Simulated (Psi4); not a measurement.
# SiHF (SMILES F[SiH]) at HF/cc-pVTZ-DK (sfX2C, sweep point 2)

Aim: the energy change on altering one bond length of SiHF at HF/cc-pVTZ-DK (sfX2C, sweep point 2), from 2 runs. Input form: a Python script.

Program for the calculation: Psi4 1.11.

## 1. The structure to begin with

SiHF: 3 atoms, total charge 0, spin state singlet. SMILES: `F[SiH]`. The coordinates come from a PBE0-D4/def2-TZVP relaxation.

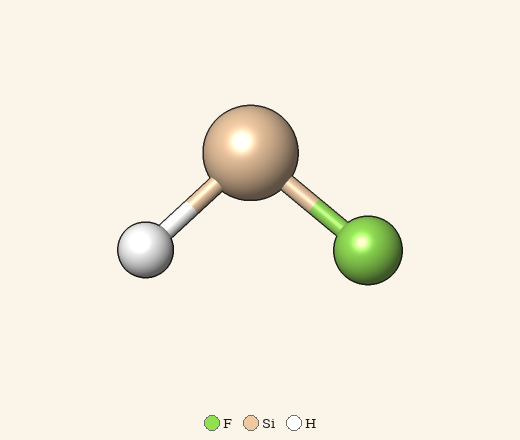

The structure, seen from a chosen angle (fluorine green, silicon light orange, hydrogen white).

## 2. A single-point energy at HF/cc-pVTZ-DK (sfX2C, sweep point 2)

File calc.py:

```python
import psi4

psi4.set_memory(1600000000)
psi4.set_num_threads(1)
psi4.set_output_file('run.log', False)

geom = psi4.geometry("""
0 1
F     -1.090200     0.024400    -0.602300
Si     0.186800     0.629400     0.173800
H      0.892400    -0.718600     0.415300
symmetry c1
""")

psi4.set_options(dict(basis='cc-pVTZ-DK', reference='rhf', puream=True, scf_type='pk', relativistic='x2c'))

energy_value, wavefunction = psi4.energy("scf", return_wfn=True)
print('E =', round(energy_value, 9))
for k, v in sorted(psi4.core.scalar_variables().items()):
    print(f'{k:45s} {v:18.10f}')
```

On the command line:

```
$ python calc.py
```

run.log:

```text
[...]
  Running in c1 symmetry.
[...]
  Nuclear repulsion =   48.194575348987868
[...]
  Multiplicity = 1
[...]
  Nalpha       = 12
  Nbeta        = 12
[...]
    Number of basis functions: 78
[...]
    WARNING: The X2C and Dirac Hamiltonians have substatially different eigenvalues!
             This is probably caused by the recontraction of the basis set.
[...]
   @RHF iter   1:  -389.65836133911563   -7.40820e-01   4.07744e-03 ADIIS/DIIS
[...]
   @RHF iter   7:  -389.69358854425116   -1.84987e-08   3.83341e-07 DIIS
[...]
    Orbital Energies [Eh]
    ---------------------
    Doubly Occupied:
       1A    -69.001470     2A    -26.314027     3A     -6.205493
       4A     -4.280291     5A     -4.280185     6A     -4.278309
       7A     -1.590684     8A     -0.758857     9A     -0.671778
      10A     -0.655724    11A     -0.564237    12A     -0.350844
[...]
  @RHF Final Energy:  -389.69358854425116
   => Energetics <=
    Nuclear Repulsion Energy =             48.1945753489878683
    One-Electron Energy =                -637.8725393470210747
    Two-Electron Energy =                 199.9843754537820359
    Total Energy =                       -389.6935885442511562
[...]
 Multipole Moments:
 ------------------------------------------------------------------------------------
     Multipole            Electronic (a.u.)      Nuclear  (a.u.)        Total (a.u.)
 ------------------------------------------------------------------------------------
 L = 1.  Multiply by 2.5417464519 to convert [e a0] to [Debye]
 Dipole X            :         -1.6770432            2.1060013            0.4289581
 Dipole Y            :          0.7697392           -0.6919729            0.0777663
 Dipole Z            :          0.0000000            0.0000000            0.0000000
 Magnitude           :                                                    0.4359503
[...]
```

Standard output:

```text
E = -389.693588544
CURRENT ENERGY                                   -389.6935885443
CURRENT REFERENCE ENERGY                         -389.6935885443
DD SOLVATION ENERGY                                 0.0000000000
HF KINETIC ENERGY                                 391.0928667076
HF POTENTIAL ENERGY                              -780.7864552519
HF TOTAL ENERGY                                  -389.6935885443
HF VIRIAL RATIO                                     1.9964221333
NUCLEAR REPULSION ENERGY                           48.1945753490
ONE-ELECTRON ENERGY                              -637.8725393470
PCM POLARIZATION ENERGY                             0.0000000000
PE ENERGY                                           0.0000000000
SCF ITERATION ENERGY                             -389.6935885443
SCF ITERATIONS                                      7.0000000000
SCF TOTAL ENERGY                                 -389.6935885443
TWO-ELECTRON ENERGY                               199.9843754538
```

It took 3.6 s on 1 thread of AMD EPYC 7R43 (Zen 3), shared host; peak memory 0.47 GiB.

## 3. The distorted shape, same level

File run.py:

```python
import psi4

psi4.set_memory(1600000000)
psi4.set_num_threads(1)
psi4.set_output_file('output.dat', False)

m = psi4.geometry("""
0 1
F     -1.231338     0.294034    -0.650606
Si     0.045662     0.899034     0.125494
H      0.892400    -0.718600     0.415300
units angstrom
symmetry c1
""")

psi4.set_options({
    'basis': 'cc-pVTZ-DK',
    'reference': 'rhf',
    'puream': True,
    'scf_type': 'pk',
    'relativistic': 'x2c',
})

e_tot, wfn = psi4.energy('scf', return_wfn=True)
print('E =', round(e_tot, 9))
```

On the command line:

```
$ python run.py
```

output.dat:

```text
[...]
  Running in c1 symmetry.
[...]
  Nuclear repulsion =   47.209408746741744
[...]
  Multiplicity = 1
[...]
  Nalpha       = 12
  Nbeta        = 12
[...]
    Number of basis functions: 78
[...]
    WARNING: The X2C and Dirac Hamiltonians have substatially different eigenvalues!
             This is probably caused by the recontraction of the basis set.
[...]
   @RHF iter   1:  -389.63874178511827   -8.11902e-01   4.08047e-03 ADIIS/DIIS
[...]
   @RHF iter   7:  -389.67377057109587   -2.43730e-08   4.50149e-07 DIIS
[...]
    Orbital Energies [Eh]
    ---------------------
    Doubly Occupied:
       1A    -69.029054     2A    -26.325001     3A     -6.229253
       4A     -4.303557     5A     -4.303490     6A     -4.301202
       7A     -1.600615     8A     -0.763059     9A     -0.676887
      10A     -0.665317    11A     -0.527068    12A     -0.348312
[...]
  @RHF Final Energy:  -389.67377057109587
   => Energetics <=
    Nuclear Repulsion Energy =             47.2094087467417438
    One-Electron Energy =                -635.6207696060621402
    Two-Electron Energy =                 198.7375902882245953
    Total Energy =                       -389.6737705710958153
[...]
 Multipole Moments:
 ------------------------------------------------------------------------------------
     Multipole            Electronic (a.u.)      Nuclear  (a.u.)        Total (a.u.)
 ------------------------------------------------------------------------------------
 L = 1.  Multiply by 2.5417464519 to convert [e a0] to [Debye]
 Dipole X            :         -2.0070030            2.2436173            0.2366143
 Dipole Y            :          1.4017678           -0.9458513            0.4559165
 Dipole Z            :         -0.0000000           -0.0000000           -0.0000000
 Magnitude           :                                                    0.5136596
[...]
```

Standard output:

```text
E = -389.673770571
```

It took 3.6 s on 1 thread of AMD EPYC 7R43 (Zen 3), shared host; peak memory 0.46 GiB.

## 4. Outcome

Level: HF/cc-pVTZ-DK (sfX2C, sweep point 2).

| quantity | value |
| --- | --- |
| first shape: total energy | -389.69359 Eh |
| first shape: dipole moment | 1.11 D |
| first shape: HOMO energy | -9.55 eV |
| first shape: LUMO energy | 0.61 eV |
| first shape: HOMO–LUMO gap | 10.16 eV |
| distorted shape: total energy | -389.67377 Eh |
| distorted shape: dipole moment | 1.31 D |
| distorted shape: HOMO energy | -9.48 eV |
| distorted shape: LUMO energy | 0.43 eV |
| distorted shape: HOMO–LUMO gap | 9.91 eV |
| energy change with the Si2–H3 bond stretched from 1.541 to 1.849 Å | 0.539 eV |

What this shows: With the Si2–H3 bond stretched from 1.541 to 1.849 Å the energy rises by 0.54 eV (12.4 kcal/mol). The first shape isn't relaxed at this level, so the change isn't measured from a minimum.
